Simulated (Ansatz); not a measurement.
# BGeO (doublet): the correlation ladder at a displaced geometry (v2), cc-pVDZ

Aim: climb from Hartree-Fock through coupled cluster for BGeO (doublet) at one geometry and basis, and see what each rung misses.

The runs use Ansatz 0.2.0, Gaussian basis; cc-pVDZ, core rule «outside noble gas», up to 16 orbitals frozen.

To be run: UHF; CCSD(T) on ROHF; CCSD(T) on UHF; BCCD(T) on ROHF; CISD; CCSDT(Q) on ROHF; CCSDT(Q) on UHF.

26 further runs of the same task are left out: 6 for a known fault of the program, 9 that didn't finish, 11 set aside as unsound or not needed.

### Step 1. What is computed

The geometry is a PBE0/def2-TZVP stationary point (not a proven minimum) with its atoms shifted at random (size 0.100 Å). No spin-orbit coupling is included. The filled d shell of Ge may be among the frozen orbitals whatever the setting's name suggests; the logs give the count.

3 atoms, charge 0, spin multiplicity 2.

Atoms are counted from 1 here; the program's logs count them from 0.

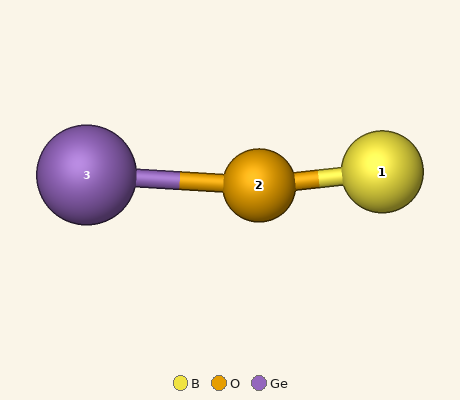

The structure; boron yellow, oxygen amber, germanium purple; atoms are numbered from 1 in the order of the file.

Coordinates:

```xyz
3

B     0.0844    0.0052   -1.4688
O    -0.0805    0.0136   -0.1747
Ge   -0.0039   -0.0188    1.6435
```

### Step 2. UHF

Contents of in.yaml:

```yaml
crystal:
  periodic: [false, false, false]
  atoms:
    - {symbol: B, position_ang: [0.084376, 0.005225, -1.468802]}
    - {symbol: O, position_ang: [-0.080498, 0.013599, -0.174709]}
    - {symbol: Ge, position_ang: [-0.003878, -0.018825, 1.643511]}
basis:
  gaussian: {orbitals: cc-pVDZ}
magnetization: {spin_polarized: true, initial_magnetization: 1}
hamiltonian: {xc: hf}
output: {orbitals: {seedname: orbitals}}
```

Command:

```bash
$ ansatz run in.yaml --threads 1 --pin off --events-out ev --progress --plain --max-ram 2393MiB
```

The runs that follow: CCSD(T) on ROHF; CCSD(T) on UHF; BCCD(T) on ROHF; CISD; CCSDT(Q) on ROHF; CCSDT(Q) on UHF.

Before running them: what should the planned runs give, taken together? Wanted: UCCSDT(Q) below the RHF energy; RMP2 from UCCSDT(Q); UMP2 from UCCSDT(Q); RCCSD from UCCSDT(Q); RCCSD(T) from UCCSDT(Q); UCCSD(T) from UCCSDT(Q); RCCSDT(Q) from UCCSDT(Q); T1 diagnostic.

The runs gave:

| quantity | value |
| --- | --- |
| UCCSDT(Q) below the RHF energy | -9.1792 eV |
| RMP2 from UCCSDT(Q) | +1042.3 meV |
| UMP2 from UCCSDT(Q) | +1047.1 meV |
| RCCSD from UCCSDT(Q) | +341.7 meV |
| RCCSD(T) from UCCSDT(Q) | +54.4 meV |
| UCCSD(T) from UCCSDT(Q) | +51.5 meV |
| RCCSDT(Q) from UCCSDT(Q) | +7.2 meV |
| levels within 1 kcal/mol (43 meV) | RCCSDT, UCCSDT, RCCSDT(Q) |
| T1 diagnostic | 0.022 |

RCCSD(T) misses by +54.4 meV, 0.6 % of the correlation energy. These misses are within one basis, not against nature; the frozen cores of restricted and unrestricted runs differ, which can shift their rows.
